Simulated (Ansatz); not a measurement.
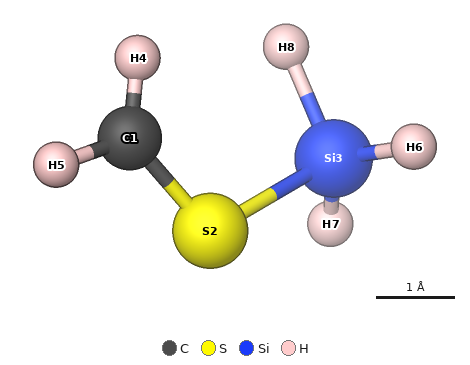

Fig. 1: The structure (ball-and-stick view, seen at a tilt; atoms are numbered from 1 in the order of the input). Bond lengths as drawn: C–H 1.04 to 1.20 Å, C–S 1.66 Å, H–Si 1.27 to 1.58 Å and S–Si 2.30 Å.

**Two runs on CH₅SSi**

System: CH₅SSi, charge +1.
Method of the first run: RHF-CCSD(T), frozen core/def2-TZVPP (Ansatz 0.2.0).

The geometry: displaced from a GFN2-xTB structure. Text and figures count atoms from 1; the logs count them from 0 in places.

**Input, the first run**
```yaml
crystal:
  periodic: [false, false, false]
  atoms:
    - {symbol: C, position_ang: [-0.674600, 0.590700, -1.476300]}
    - {symbol: S, position_ang: [-1.152400, -0.369400, -0.210500]}
    - {symbol: Si, position_ang: [0.605000, -0.561900, 1.260800]}
    - {symbol: H, position_ang: [0.171100, 1.198000, -1.562500]}
    - {symbol: H, position_ang: [-1.449000, 0.710500, -2.384300]}
    - {symbol: H, position_ang: [0.227500, 0.400800, 2.199300]}
    - {symbol: H, position_ang: [0.580300, -1.821200, 1.424600]}
    - {symbol: H, position_ang: [1.753800, 0.108900, 0.404200]}
basis:
  gaussian: {orbitals: def2-TZVPP}
total_charge: 1
correlation: {method: ccsd_t}
output: {forces: true}
```

Hardware: 4 CPU threads, shared host.

**Output (the first run)**
```
Functional definition: HF
  exchange = exact_x
  correlation = 0
1055 factors; integrals over basis functions are off by at most 1.1e-3 eV
mean field evaluation 1: about -19779.7604 eV, gradient 2.0e1 eV
mean field evaluation 2: about -19779.9878 eV, gradient 2.0e1 eV
mean field evaluation 4: about -19781.5686 eV, gradient 3.4e0 eV
mean field evaluation 8: about -19781.6178 eV, gradient 3.3e-1 eV
mean field evaluation 16: about -19781.6191 eV, gradient 1.6e-6 eV
mean field -19781.61910092 eV, -726.9610934957 hartree, gradient 1.6e-6 eV, S^2 0.000000; 0 other end points of the search recorded, 0 dependent functions left out; unrestricted orbitals would lower it
11 core orbitals not correlated: weight in the atoms' cores, before any rotation towards them, 1.000 or more for the frozen orbitals, at most 0.000 for the correlated occupied ones
reference -19781.61910092 eV, -726.9610934957 hartree; 9, 9 occupied and 165, 165 virtual orbitals, 1055 factors
too little memory for Intel AMX tiles; the run may be slower
second order -12.18685076 eV of doubles, -0.00000000 eV of singles
cycle   1  -12.94576480 eV  change   -7.6e-1 eV  update   1.0e-1
cycle   2  -13.38758707 eV  change   -4.4e-1 eV  update   3.5e-2
cycle   3  -13.51638718 eV  change   -1.3e-1 eV  update   2.4e-2
cycle   4  -13.50763959 eV  change    8.7e-3 eV  update   9.2e-3
cycle   5  -13.50739179 eV  change    2.5e-4 eV  update   4.0e-3
cycle   6  -13.50778447 eV  change   -3.9e-4 eV  update   1.1e-3
cycle   7  -13.50776089 eV  change    2.4e-5 eV  update   4.4e-4
cycle   8  -13.50785970 eV  change   -9.9e-5 eV  update   2.0e-4
cycle   9  -13.50789356 eV  change   -3.4e-5 eV  update   1.0e-4
cycle  10  -13.50782907 eV  change    6.4e-5 eV  update   5.5e-5
cycle  11  -13.50784328 eV  change   -1.4e-5 eV  update   2.7e-5
cycle  12  -13.50785848 eV  change   -1.5e-5 eV  update   8.7e-6
cycle  13  -13.50786708 eV  change   -8.6e-6 eV  update   3.9e-6
perturbative correction -0.63008898 eV, -0.0231553431 hartree
the calculation of the forces begins
Total energy: -19795.75705699 eV, -727.4806537982 hartree
Atom 0 at    -0.674600     0.590700    -1.476300 Å, force    -3.720918    -0.878061    -1.245057 eV/Å
Atom 1 at    -1.152400    -0.369400    -0.210500 Å, force     0.335992     0.495201    -1.172592 eV/Å
Atom 2 at     0.605000    -0.561900     1.260800 Å, force     1.698922     6.498692    -3.402589 eV/Å
Atom 3 at     0.171100     1.198000    -1.562500 Å, force     1.631464     0.532898     0.215352 eV/Å
Atom 4 at    -1.449000     0.710500    -2.384300 Å, force     1.677762    -0.417775     2.239041 eV/Å
Atom 5 at     0.227500     0.400800     2.199300 Å, force    -0.557393     0.689567     1.493276 eV/Å
Atom 6 at     0.580300    -1.821200     1.424600 Å, force    -0.024501    -5.886747     1.035894 eV/Å
Atom 7 at     1.753800     0.108900     0.404200 Å, force    -1.041328    -1.033775     0.836675 eV/Å
Dipole moment:     0.114519     0.167337    -0.216976 e Å
```

For the second run the input was changed thus:
```diff
-correlation: {method: ccsd_t}
+hamiltonian: {xc: {name: BLYP}, dispersion: d4}
```

Predict how the results change.

The total energies belong to different models, so their difference says nothing on which is more stable or more accurate. The largest force goes from 7.530 to 7.252 eV/Å.

**Output (the second run)**
```
Functional definition: BLYP
  parameter beta = 0.0042
  parameter a = 0.04918
  parameter b = 0.132
  parameter c = 0.2533
  parameter d = 0.349
  exchange = b88_x(beta = beta)
  correlation = lyp_c(a = a, b = b, c = c, d = d)
1047 factors; their error is unknown
mean field evaluation 1: about -19809.4750 eV, gradient 7.4e1 eV
mean field evaluation 2: about -19780.7780 eV, gradient 1.1e2 eV
mean field evaluation 4: about -19822.2081 eV, gradient 1.2e1 eV
mean field evaluation 8: about -19822.6384 eV, gradient 2.8e-1 eV
mean field evaluation 16: about -19822.6106 eV, gradient 7.9e-4 eV
mean field -19822.61057891 eV, -728.4675025269 hartree, gradient 1.7e-5 eV, S^2 0.000000; 0 other end points of the search recorded, 0 dependent functions left out
the calculation of the forces begins
reference -19822.61092673 eV, -728.4675153092 hartree; 20, 20 occupied and 165, 165 virtual orbitals, 1047 factors
Total energy: -19822.90342730 eV, -728.4782645066 hartree
Atom 0 at    -0.674600     0.590700    -1.476300 Å, force    -3.629707    -0.888207    -1.178128 eV/Å
Atom 1 at    -1.152400    -0.369400    -0.210500 Å, force     0.140334     0.384095    -1.117100 eV/Å
Atom 2 at     0.605000    -0.561900     1.260800 Å, force     1.745302     6.271993    -3.195847 eV/Å
Atom 3 at     0.171100     1.198000    -1.562500 Å, force     1.713162     0.639925     0.136380 eV/Å
Atom 4 at    -1.449000     0.710500    -2.384300 Å, force     1.532464    -0.359384     2.020510 eV/Å
Atom 5 at     0.227500     0.400800     2.199300 Å, force    -0.582461     0.789920     1.554970 eV/Å
Atom 6 at     0.580300    -1.821200     1.424600 Å, force    -0.032497    -5.901835     1.027052 eV/Å
Atom 7 at     1.753800     0.108900     0.404200 Å, force    -0.886598    -0.936507     0.752164 eV/Å
Dipole moment:     0.108076     0.171939    -0.224706 e Å
```

**The two runs side by side**

| quantity | the first run | the second run |
| --- | --- | --- |
| outcome | converged | converged |
| total energy (hartree) | −727.480654 | −728.478265 |
| largest force (eV/Å) | 7.530 | 7.252 |
| basis functions | 185 | 185 |
| wall time (shared host) | 51 s | 0.8 s |
